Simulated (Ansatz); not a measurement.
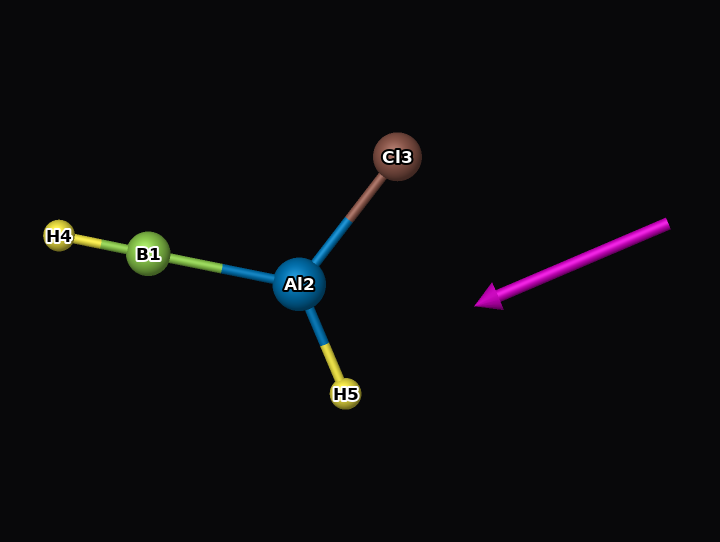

The arrow beside the molecule shows the direction of the dipole moment, from the negative to the positive end (its length means nothing). State: neutral, doublet. Computed geometry: PBE-D4/def2-SVP optimisation. No frequency run is at hand to confirm it as a minimum. Level of theory: UKS PBE-D4/def2-SVP (Ansatz 0.2.0).

Q: Estimate the dipole moment.

A: 1.74 D; it points from the side of Cl3 to the side of H4 (the outermost atoms at the two ends).
